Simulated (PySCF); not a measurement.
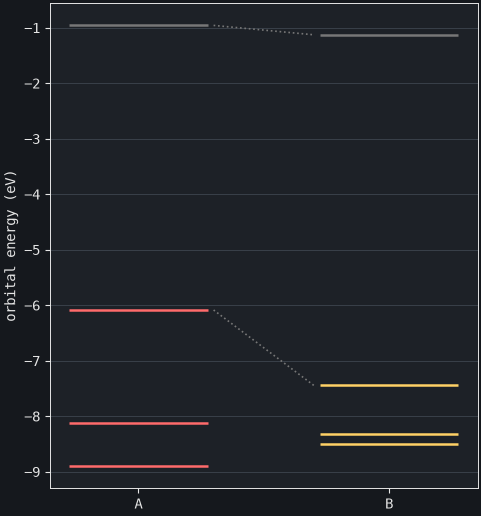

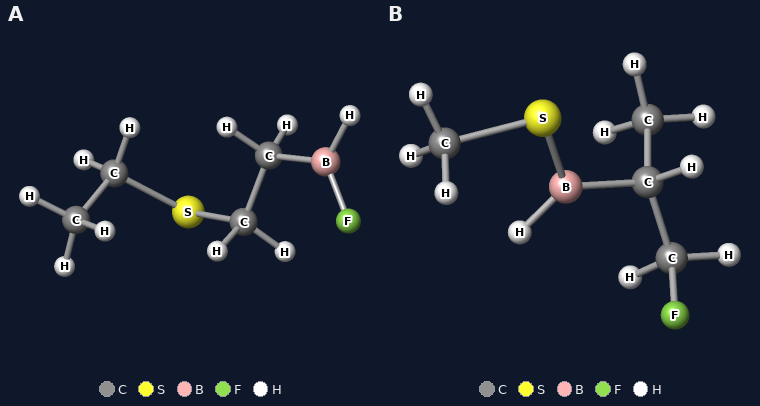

Related molecules: A is C₄H₁₀BFS, SMILES CCSCCBF; B is C₄H₁₀BFS, SMILES CSB[C@H](C)CF. Frontier orbital energies, B3LYP/def2-SVPD in PySCF, at a GFN2-xTB geometry (no frequency check); drawn are at most three filled levels and, in grey, the LUMO with any level within 0.03 eV of it; dotted lines join the HOMOs and the LUMOs.

What does the change do to the frontier levels?

From A to B the HOMO falls by 1.36 eV and the LUMO falls by 0.17 eV, so the separation goes from 5.13 to 6.32 eV.

Limits of at least one run: one conformer of a flexible molecule; the tight-binding geometry is rougher than a DFT one and adds to the error.
